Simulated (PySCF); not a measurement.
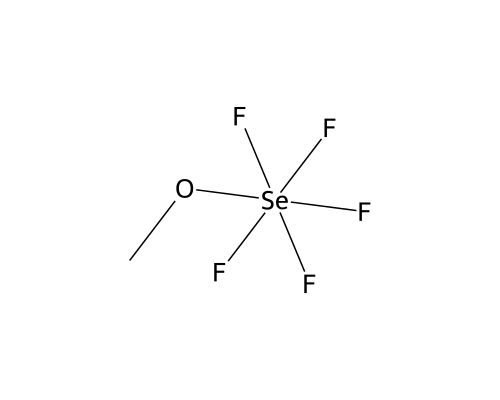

The drawing above gives the connectivity. The computed structure is the end point of a PBE0-D3(BJ)/def2-SVP optimisation. No frequency run is at hand to confirm it as a minimum.

Describe the 3D structure.

It has 11 atoms: 1 carbon, 3 hydrogen, 5 fluorine, 1 oxygen and 1 selenium (CH3F5OSe). Its SMILES string is `CO[Se](F)(F)(F)(F)F`. It has no ring. Coordination: 1 Se octahedral; 1 O bent; 1 C tetrahedral.

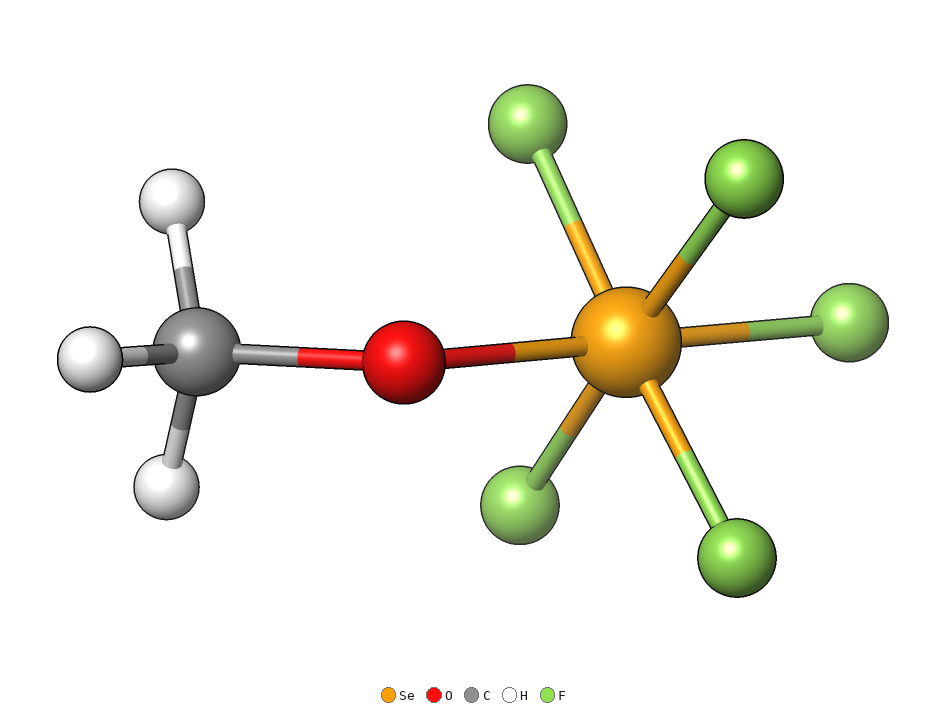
